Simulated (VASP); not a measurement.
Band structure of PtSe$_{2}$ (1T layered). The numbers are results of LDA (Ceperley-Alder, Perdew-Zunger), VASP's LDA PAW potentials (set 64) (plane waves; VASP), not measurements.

Unless said otherwise, spin-orbit coupling is left out, though it shifts the bands of the heavy elements here.

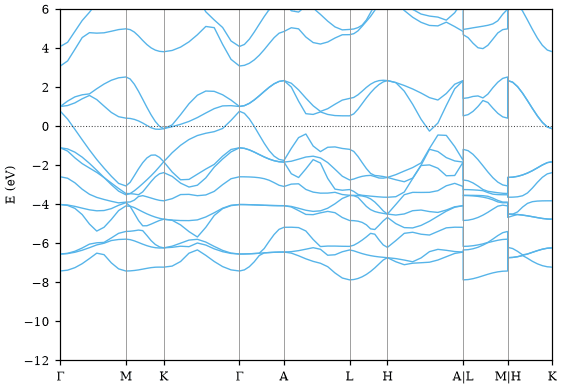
Figure: Bands along high-symmetry lines, zero at the valence-band maximum or, without a gap, the Fermi level

### Question
Read the plot: is there a gap, and where are the band edges?

### Answer
It has no gap at this level: it comes out as a metal or semimetal. (Edges off the drawn lines would not show.)

The compound is PtSe2 in the 1T layered structure. It was relaxed first, which changed the volume by -6 %.
